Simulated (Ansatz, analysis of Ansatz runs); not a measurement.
# A hop of Li in Li2SnF6 (P-31m), charge +1

Wanted: path and barrier of a jump of Li in Li2SnF6 (P-31m) at charge +1. The case: Li_i by the interstitialcy path, in a cell of 72 host atoms with 1 Li put in.

Method: plane-wave PAW DFT, PBEsol; nudged elastic band between two relaxed defect structures at fixed charge in a uniform background, in Ansatz 0.2.0.

## (1) The starting structure

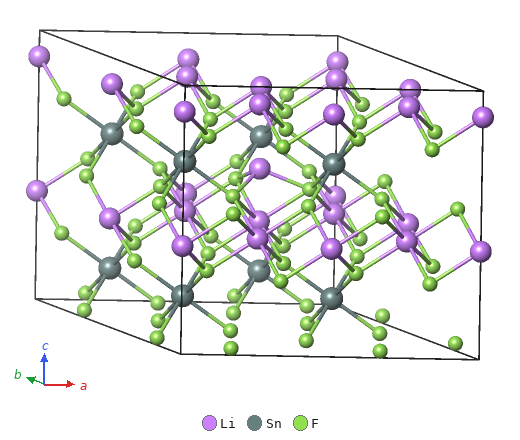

The starting structure, seen slightly off an axis (lithium purple, tin teal, fluorine green). Bonds to atoms that aren't drawn are left out. Some periodic images of atoms are drawn too.

The cell holds 73 atoms: 17 Li, 8 Sn and 48 F. Cell: a = 9.926 Å, b = 9.926 Å, c = 9.129 Å, α = 90.0°, β = 90.0°, γ = 120.0°. It derives from Li2SnF6 (space group P-31m). Nearest the centre at fractional (0.333, 0.167, 0.348): Li73 at 0.89 Å, Li1 at 0.89 Å, F5 at 1.69 Å, F7 at 1.69 Å, F45 at 1.69 Å, F4 at 2.62 Å, F44 at 2.62 Å, F6 at 2.62 Å. The cell carries charge +1.

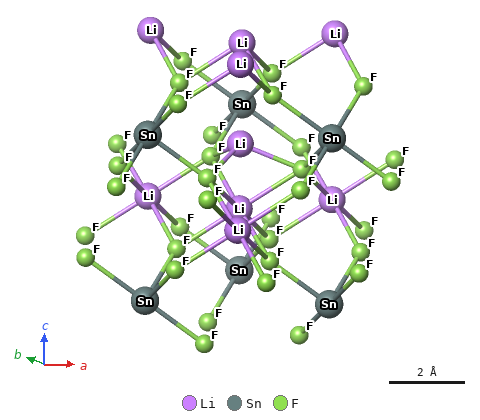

The atoms within 5 Å of the centre.

The cell's shortest repeat is 9.1 Å.

## (2) Relaxation of the start point, charge +1

The ends come first: from an unrelaxed start the top is counted from too high an energy, and the barrier comes out too low. Small random displacements break the symmetry of the ideal sites, so that the defect can distort if it gains by it. The charge of +1 is set by the electron count, and a uniform background keeps the cell neutral.

qp1.start/input.yaml

```yaml
crystal:
  lattice:
    - [9.92600377, 6.0e-08, 0.0]
    - [-4.96300194, 8.5961714, 0.0]
    - [0.0, 0.0, 9.1294056]
  atoms:
    - { symbol: Li, position: [0.33333333, 0.16666667, 0.25] }
    - { symbol: Li, position: [0.16666667, 0.33333333, 0.25] }
    - { symbol: Sn, position: [0.0, 0.0, 0.0] }
    - { symbol: F, position: [0.16302591, 0.16302591, 0.12665251] }
    - { symbol: F, position: [0.33697409, 0.33697409, 0.37334749] }
    - { symbol: F, position: [0.33697409, 0.0, 0.12665251] }
    - { symbol: F, position: [0.16302591, 0.0, 0.37334749] }
    - { symbol: F, position: [0.0, 0.33697409, 0.12665251] }
    - { symbol: F, position: [0.0, 0.16302591, 0.37334749] }
    - { symbol: Li, position: [0.33333333, 0.16666667, 0.75] }
    - { symbol: Li, position: [0.16666667, 0.33333333, 0.75] }
    - { symbol: Sn, position: [0.0, 0.0, 0.5] }
    - { symbol: F, position: [0.16302591, 0.16302591, 0.62665251] }
    - { symbol: F, position: [0.33697409, 0.33697409, 0.87334749] }
    - { symbol: F, position: [0.33697409, 0.0, 0.62665251] }
    - { symbol: F, position: [0.16302591, 0.0, 0.87334749] }
    - { symbol: F, position: [0.0, 0.33697409, 0.62665251] }
    - { symbol: F, position: [0.0, 0.16302591, 0.87334749] }
    - { symbol: Li, position: [0.33333333, 0.66666667, 0.25] }
    - { symbol: Li, position: [0.16666667, 0.83333333, 0.25] }
    - { symbol: Sn, position: [0.0, 0.5, 0.0] }
    - { symbol: F, position: [0.16302591, 0.66302591, 0.12665251] }
    - { symbol: F, position: [0.33697409, 0.83697409, 0.37334749] }
    - { symbol: F, position: [0.33697409, 0.5, 0.12665251] }
    - { symbol: F, position: [0.16302591, 0.5, 0.37334749] }
    - { symbol: F, position: [0.0, 0.83697409, 0.12665251] }
    - { symbol: F, position: [0.0, 0.66302591, 0.37334749] }
    - { symbol: Li, position: [0.33333333, 0.66666667, 0.75] }
    - { symbol: Li, position: [0.16666667, 0.83333333, 0.75] }
    - { symbol: Sn, position: [0.0, 0.5, 0.5] }
    - { symbol: F, position: [0.16302591, 0.66302591, 0.62665251] }
    - { symbol: F, position: [0.33697409, 0.83697409, 0.87334749] }
    - { symbol: F, position: [0.33697409, 0.5, 0.62665251] }
    - { symbol: F, position: [0.16302591, 0.5, 0.87334749] }
    - { symbol: F, position: [0.0, 0.83697409, 0.62665251] }
    - { symbol: F, position: [0.0, 0.66302591, 0.87334749] }
    - { symbol: Li, position: [0.83333333, 0.16666667, 0.25] }
    - { symbol: Li, position: [0.66666667, 0.33333333, 0.25] }
    - { symbol: Sn, position: [0.5, 0.0, 0.0] }
    - { symbol: F, position: [0.66302591, 0.16302591, 0.12665251] }
    - { symbol: F, position: [0.83697409, 0.33697409, 0.37334749] }
    - { symbol: F, position: [0.83697409, 0.0, 0.12665251] }
    - { symbol: F, position: [0.66302591, 0.0, 0.37334749] }
    - { symbol: F, position: [0.5, 0.33697409, 0.12665251] }
    - { symbol: F, position: [0.5, 0.16302591, 0.37334749] }
    - { symbol: Li, position: [0.83333333, 0.16666667, 0.75] }
    - { symbol: Li, position: [0.66666667, 0.33333333, 0.75] }
    - { symbol: Sn, position: [0.5, 0.0, 0.5] }
    - { symbol: F, position: [0.66302591, 0.16302591, 0.62665251] }
    - { symbol: F, position: [0.83697409, 0.33697409, 0.87334749] }
    - { symbol: F, position: [0.83697409, 0.0, 0.62665251] }
    - { symbol: F, position: [0.66302591, 0.0, 0.87334749] }
    - { symbol: F, position: [0.5, 0.33697409, 0.62665251] }
    - { symbol: F, position: [0.5, 0.16302591, 0.87334749] }
    - { symbol: Li, position: [0.83333333, 0.66666667, 0.25] }
    - { symbol: Li, position: [0.66666667, 0.83333333, 0.25] }
    - { symbol: Sn, position: [0.5, 0.5, 0.0] }
    - { symbol: F, position: [0.66302591, 0.66302591, 0.12665251] }
    - { symbol: F, position: [0.83697409, 0.83697409, 0.37334749] }
    - { symbol: F, position: [0.83697409, 0.5, 0.12665251] }
    - { symbol: F, position: [0.66302591, 0.5, 0.37334749] }
    - { symbol: F, position: [0.5, 0.83697409, 0.12665251] }
    - { symbol: F, position: [0.5, 0.66302591, 0.37334749] }
    - { symbol: Li, position: [0.83333333, 0.66666667, 0.75] }
    - { symbol: Li, position: [0.66666667, 0.83333333, 0.75] }
    - { symbol: Sn, position: [0.5, 0.5, 0.5] }
    - { symbol: F, position: [0.66302591, 0.66302591, 0.62665251] }
    - { symbol: F, position: [0.83697409, 0.83697409, 0.87334749] }
    - { symbol: F, position: [0.83697409, 0.5, 0.62665251] }
    - { symbol: F, position: [0.66302591, 0.5, 0.87334749] }
    - { symbol: F, position: [0.5, 0.83697409, 0.62665251] }
    - { symbol: F, position: [0.5, 0.66302591, 0.87334749] }
    - { symbol: Li, position: [0.333333, 0.166667, 0.445669] }
total_charge: 1
basis:
  ecutwfc: 420
  xc_grid: 2
hamiltonian:
  xc: pbesol
kpoints:
  mp_grid: { grid: [1, 1, 1], shift: [0.25, 0.25, 0.25] }
scf:
  occupations: { method: fixed }
  max_iter: 120
output:
  forces: true
relax:
  f_tol: 0.02
  max_steps: 70
  random_displacement: { amplitude: 0.03, seed: 4112 }
```

Command:

```
ansatz run input.yaml --threads 4 --pin off --max-ram 14131MiB --backend cpu --events-out ev --progress --plain --runs-dir out
```

Numbers of over 12 decimals in the logs are rounded to 6 here.

Output:

```text
[... repeated set-up lines and file paths are left out, and long positions are rounded to six places ...]
The last accepted step is kept in <dir> (removed where the run ends without a failure and the disk answers)
Engine: ansatz 0.2.0, aarch64-unknown-linux-gnu
Pseudopotentials: kind: paw
Pseudopotential: Li, paw, valence charge 3, recommended cutoff 420 eV (normal), Li.paw.azcp
Pseudopotential: Sn, paw, valence charge 14, recommended cutoff 420 eV (normal), Sn.paw.azcp
Pseudopotential: F, paw, valence charge 7, recommended cutoff 420 eV (normal), F.paw.azcp
Functional definition: PBEsol
  exchange = pbesol_x
  correlation = pbesol_c
Crystal: 73 atoms, lattice volume = 778.972 Å³
Basis set: ecut = 420 eV, 15259 PW (Γ), exchange–correlation on 144×144×128 points (8 copies of the dense FFT grid, shifted against one another)
Bands: 322, of which v1, the nominal top of the filled ones, is band 249 counted from 1 (248 counted from 0)
Symmetry: 1 space group operations
k-points: 1
Non-local potential: Li, projectors of the file, l = 0: 3, l = 1: 2, l = 2: 1
Non-local potential: Sn, projectors of the file, l = 0: 2, l = 1: 2, l = 2: 2, l = 3: 2
Non-local potential: F, projectors of the file, l = 0: 2, l = 1: 2, l = 2: 1
PAW form: soft (Blöchl's): semilocal exchange-correlation on the pseudo side does not see the compensation charge
PAW frozen core: Sn, regenerated for the run's functional, and the local potential with it (the file was generated under x = pbe(κ = 0.804, μ = 0.219515), c = pbe(β = 0.066725))
PAW frozen core: F, regenerated for the run's functional, and the local potential with it (the file was generated under x = pbe(κ = 0.804, μ = 0.219515), c = pbe(β = 0.066725))
PAW one-centre angular grid: Li, 110 points (default); XC on 64 Gauss nodes
PAW one-centre angular grid: Sn, 590 points (default); XC on 64 Gauss nodes
PAW one-centre angular grid: F, 110 points (default); XC on 64 Gauss nodes
Initial density: superposition of atomic densities (neutral atoms scaled as one to the charged cell's electrons: chi_scale 0, normalization atom), corrected by the library's trained network
Initial wavefunctions: pseudopotential atomic-orbital guess
Functional: x = pbesol(κ = 0.804, μ = 0.123457), c = pbesol(β = 0.046)
SCF iter   1: F=—  HF=-89540.970218 eV  |F-HF|=—  |Δ(HF+E_count)|=         —  Δρ=1.03e-2  dr2=5.83e-1  ethr=1.77e-3  ⟨swp⟩=5.0  Hψ=1014  notcnv=0  defer=71
preconditioner: auto → Resta (q_TF=auto, 2.532 Å⁻¹)  ε∞=2.9  [insulator: Δε(μ)=4.962 eV  Ē_g=20.694 eV  n_scr=216 (ndim 8)  ℏωp=28.7 eV  f_vac=0.043  ε∞_Penn≈2.9]
SCF iter   2: F=—  HF=-89540.803236 eV  |F-HF|=—  |Δ(HF+E_count)|=   1.67e-1  Δρ=1.88e-3  dr2=1.39e-2  ethr=1.17e-4  ⟨swp⟩=2.0  Hψ=470  notcnv=0  defer=71
SCF iter   3: F=—  HF=-89540.796150 eV  |F-HF|=—  |Δ(HF+E_count)|=   7.09e-3  Δρ=6.76e-4  dr2=4.15e-3  ethr=2.79e-6  ⟨swp⟩=2.0  Hψ=508  notcnv=0  defer=71
SCF iter   4: F=—  HF=-89540.793923 eV  |F-HF|=—  |Δ(HF+E_count)|=   2.23e-3  Δρ=3.41e-4  dr2=9.48e-4  ethr=8.32e-7  ⟨swp⟩=2.0  Hψ=394  notcnv=0  defer=71
SCF iter   5: F=—  HF=-89540.793534 eV  |F-HF|=—  |Δ(HF+E_count)|=   3.89e-4  Δρ=1.15e-4  dr2=9.43e-5  ethr=1.90e-7  ⟨swp⟩=2.0  Hψ=501  notcnv=0  defer=71
SCF iter   6: F=-89540.793516 eV  HF=-89540.793514 eV  |F-HF|=2.01e-6  |Δ(HF+E_count)|=   1.98e-5  Δρ=1.84e-5  dr2=3.00e-6  ethr=2.01e-9  ⟨swp⟩=3.0  Hψ=1172  notcnv=0
SCF 1 converged in 6 iterations: F = -89540.793516 eV  dr2 = 3.00e-6
  greatest PAW one-centre occupation: 1.000 electrons in one spin orbital (limit 2), on the Li atom at site 72 (counted from 0), in its partial waves of l = 0
relax step   1: F+E_penalty+E_count = -89540.79351616 eV  Δ(F+E_penalty+E_count) = +0.000e0 eV  max|allowed force component| = 2.994e0 eV/Å  Δτ_max = 0.0000 Å  (6 SCF iters, dr2 threshold 1.00e-5 eV, accepted)
[... the SCF cycles and remarks between the steps are left out from here to the last step ...]
relax step   2: F+E_penalty+E_count = -89541.88197590 eV  Δ(F+E_penalty+E_count) = -1.088e0 eV  max|allowed force component| = 2.139e0 eV/Å  Δτ_max = 0.0959 Å  (6 SCF iters, dr2 threshold 1.00e-4 eV, accepted)
relax step   3: F+E_penalty+E_count = -89542.55329435 eV  Δ(F+E_penalty+E_count) = -6.713e-1 eV  max|allowed force component| = 8.439e-1 eV/Å  Δτ_max = 0.2000 Å  (6 SCF iters, dr2 threshold 1.00e-4 eV, accepted)
relax step   4: F+E_penalty+E_count = -89542.69507717 eV  Δ(F+E_penalty+E_count) = -1.418e-1 eV  max|allowed force component| = 1.016e-1 eV/Å  Δτ_max = 0.2000 Å  (6 SCF iters, dr2 threshold 1.00e-4 eV, accepted)
relax step   5: F+E_penalty+E_count = -89542.70072552 eV  Δ(F+E_penalty+E_count) = -5.648e-3 eV  max|allowed force component| = 8.851e-3 eV/Å  Δτ_max = 0.0387 Å  (7 SCF iters, dr2 threshold 6.46e-7 eV, accepted)
iter 1 solved again at ethr=1.61e-11 eV; its pass at ethr=3.10e-3 eV (dr2=8.01e-8 eV) is discarded
SCF iter   1: F=—  HF=-89542.701155 eV  |F-HF|=—  |Δ(HF+E_count)|=         —  Δρ=3.97e-6  dr2=7.98e-8  ethr=1.61e-11  ⟨swp⟩=1.0  Hψ=672  notcnv=0  defer=65
SCF iter   2: F=—  HF=-89542.700726 eV  |F-HF|=—  |Δ(HF+E_count)|=   4.30e-4  Δρ=1.97e-6  dr2=2.46e-8  ethr=1.60e-11  ⟨swp⟩=4.0  Hψ=941  notcnv=0
SCF iter   3: F=-89542.700726 eV  HF=-89542.700726 eV  |F-HF|=6.72e-9  |Δ(HF+E_count)|=   1.89e-8  Δρ=1.02e-6  dr2=8.12e-9  ethr=4.93e-12  ⟨swp⟩=2.0  Hψ=830  notcnv=0
SCF 6 converged in 3 iterations: F = -89542.700726 eV  dr2 = 8.12e-9
relax step   6: F+E_penalty+E_count = -89542.70072555 eV  Δ(F+E_penalty+E_count) = -2.408e-8 eV  max|allowed force component| = 8.884e-3 eV/Å  Δτ_max = 0.0000 Å  (3 SCF iters, accepted)
SCF converged after 3 iterations
Free energy (F): -89542.700726 eV
Harris-Foulkes:  -89542.700726 eV  (|F-HF|=6.72e-9)
Internal energy: -89542.700726 eV  (E = F + TS)
E sigma→0 (E₀):  -89542.700726 eV
Fermi energy:    1.902725 eV
--- Per-component energies (eV) ---
  E_band       = -4236.321170
  E_kinetic    = 11784.544746
  E_local      = -37400.630271  (includes V_loc(G=0)·N_el)
  E_nonlocal   = 2766.298285
  E_hartree    = 15409.619241
  E_xc         = -6951.020391
  E_vxc        = -5836.950590  (∫ρ·V_xc dr)
  E_paw        = -42262.674619  (= ΣΔE_a)
  E_vpaw       = -6368.919913  (= ΣTr[D̂ρ^β])
  E_aug_tail   = 0.099801  (compensation charges beyond the density's cutoff)
  E_ewald      = -32893.253483
  E_core_change = 4.315965  (= ΣΔE_core)
  E_smearing   = -0.000000  (= −TS)
  E_closure    = 0.000000  (closes the sum)
  E_deformation_potential = 13.668739  (in the stress; not in F)
  Σ components = -89542.700726   (vs F -89542.700726, Δ=0.00e0)
--- Forces (eV/Å), atoms counted from 1 ---
  atom   1  Li    -0.00047481     0.00200224     0.00254800
  atom   2  Li    -0.00050111     0.00081505    -0.00076397
  [... 1 atom left out ...]
  atom   4  F     -0.00003305     0.00120819     0.00075010
  atom   5  F     -0.00104048     0.00154651    -0.00678873
  atom   6  F     -0.00106184     0.00116130     0.00076652
  atom   7  F     -0.00114353    -0.00275178    -0.00537156
  [... 30 atoms left out ...]
  atom  38  Li     0.00082601     0.00072267    -0.00088287
  [... 5 atoms left out ...]
  atom  44  F      0.00069268    -0.00189349     0.00149626
  atom  45  F      0.00357371    -0.00006644    -0.00454949
  [... 27 atoms left out ...]
  atom  73  Li    -0.00012846     0.00062320     0.00267236
  max |Σ_I F_I| component: 5.34e-5 eV/Å
--- Relaxed structure (6 steps of the walk, 6 accepted, 0 SCFs on fresh bases) ---
  F+E_penalty+E_count = -89542.70072555 eV   max|allowed force component| = 8.884e-3 eV/Å
  atoms:
    - { symbol: Li, position: [0.333360, 0.166488, 0.213690] }
    - { symbol: Li, position: [0.164043, 0.333228, 0.248396] }
    [... 1 atom left out ...]
    - { symbol: F, position: [0.161399, 0.163835, 0.123232] }
    - { symbol: F, position: [0.342288, 0.333480, 0.378413] }
    - { symbol: F, position: [0.336122, -0.002745, 0.123273] }
    - { symbol: F, position: [0.166485, 0.008652, 0.378315] }
    [... 30 atoms left out ...]
    - { symbol: Li, position: [0.669392, 0.335937, 0.248410] }
    [... 5 atoms left out ...]
    - { symbol: F, position: [0.502659, 0.338634, 0.123282] }
    - { symbol: F, position: [0.491289, 0.157604, 0.378305] }
    [... 27 atoms left out ...]
    - { symbol: Li, position: [0.333388, 0.166569, 0.498763] }
```

Wall time 68 s (4 threads of Arm Neoverse V1, shared host); peak memory 1.5 GiB; 4.3 min of CPU time.

The steps of the relaxation:

```tsv
step	energy less that of the first step (eV)	largest force component (eV/Å)
1	0.0000	2.9939
2	-1.0885	2.1387
3	-1.7598	0.8439
4	-1.9016	0.1016
5	-1.9072	0.0089
6	-1.9072	0.0089
```

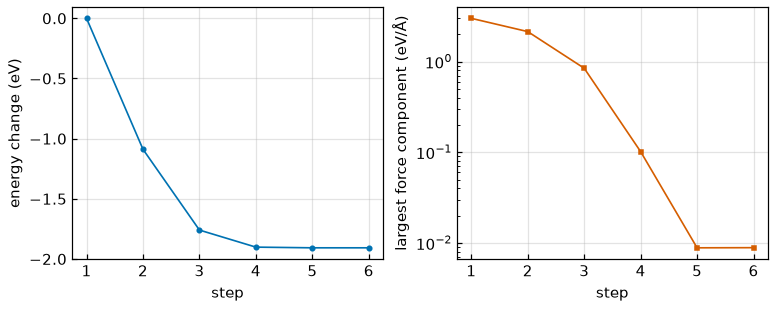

Energy and largest force along the relaxation.

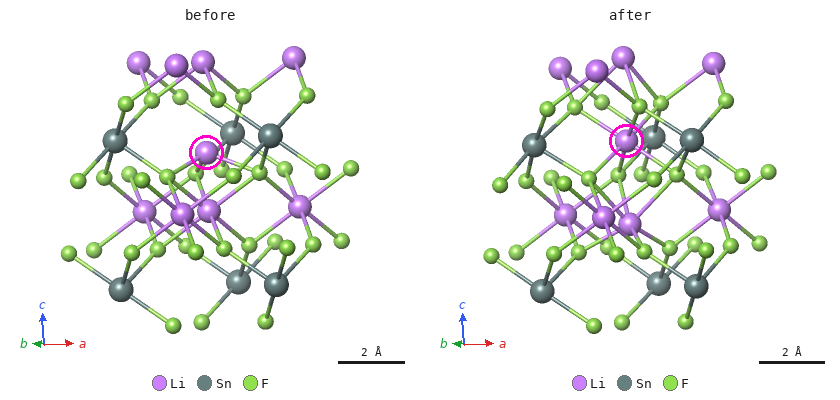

Before and after: the atoms that start within 5 Å of the centre. Li73, which moves most, is ringed if it is among them.

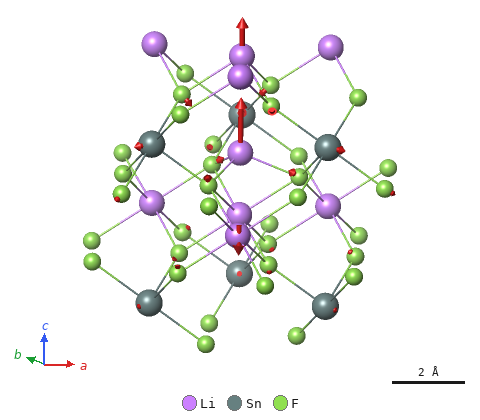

Displacements in the relaxation from the typed sites near the centre, exaggerated, the mean shift taken out; the longest in the cell stands for 0.49 Å.

The atoms that moved most (Å, from the sites as typed, ahead of the random displacement, the mean shift of all atoms taken out):

```tsv
atom	dx	dy	dz	length
Li73	0.000	0.000	0.487	0.487
Li1	0.000	-0.001	-0.329	0.329
Li10	0.000	0.000	0.311	0.311
F13	0.061	-0.046	-0.063	0.099
F15	0.009	0.075	-0.063	0.099
F53	-0.070	-0.030	-0.063	0.099
Sn48	0.085	-0.049	-0.007	0.099
Sn66	0.000	0.098	-0.007	0.098
```

Neighbours of Li73 at the end:

```tsv
atom	distance (Å)
F45	1.953
F5	1.953
F7	1.953
F15	1.954
F13	1.954
F53	1.954
Li10	2.602
Li1	2.603
```

Numbers from this step:

```
free energy                                                                                       : -89542.7007 eV
r.m.s. move of the farther half of the atoms                                                      : 0.03148 Å
largest move from the ideal geometry of this structure, a common shift of the far atoms taken out : 0.4950 Å
```

The relaxation gained 1.907 eV and ended with a largest force component of 0.0089 eV/Å.

(Continued in part 2 of 5.)

[Logs are printed without paths, hosts, clocks, repeated set-up lines and the standing remarks that a program may print on its own settings, such as how far it seeks lower states.]

[Hosts, paths, dates, database ids (printed as entryN), source tags and the programs' standing remarks are cut or masked in the printed files.]
